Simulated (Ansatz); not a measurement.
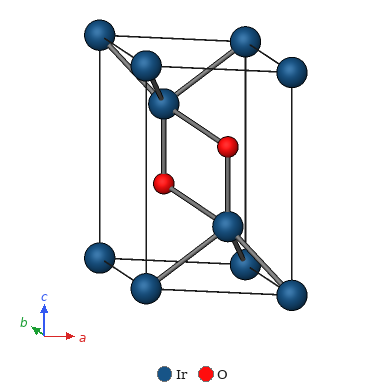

An orthographic ball-and-stick view of the structure, slightly off an axis. Atoms at the boundary of the conventional unit cell (the box) are drawn once for each face, edge or corner they touch.

Lattice: a = 3.670 Å, b = 3.670 Å, c = 5.627 Å, α = 90.00°, β = 90.00°, γ = 120.00°.

Q: Which compound is drawn?

A: Ir$_{3}$O$_{2}$. The cell holds 3 Ir, 2 O, counting shared atoms by their share.

Q: Which space group does it belong to?

A: P-3m1 (No. 164), with Ir on 1a, Ir on 2d and O on 2d.

The cell started as a textbook structure type filled with these elements (whether it is the usual form wasn't checked). Relaxation method: Ansatz, DFT PBE, scalar-relativistic, plane waves, PAW.
